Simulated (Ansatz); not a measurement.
## Thickness series in hypothetical fluorite ZrS2

Base system: ZrS2 in the fluorite structure (space group Fm-3m, No. 225; a = 6.2631 Å; a hypothetical phase, not in the database extracts checked). Axes: x, y, z lie along the cube axes.

Free-standing slabs (3 atom(s) a layer) normal to [111] with 15 Å of vacuum; in-plane cell held at bulk.

Levels (all Ansatz, a first-principles code, PAW): PBE (420 eV, without spin-orbit coupling); r2SCAN (500 eV, no spin-orbit coupling).

The base cell above is that of PBE; each level relaxes its own structures.

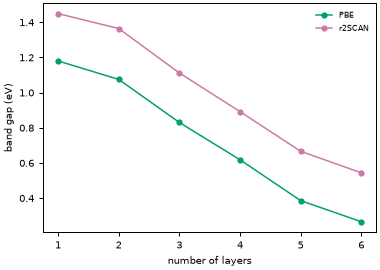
*Band gap under two levels*

Q: How do the two levels compare along the series?

A: PBE lies below r2SCAN in every row, by 0.27 eV to 0.29 eV. They put the cases in the same order.

Stability against distortions was not tested. All final runs are without spin polarisation. A zero or small gap of ZrS2 can be the functional's error rather than a property of the material.
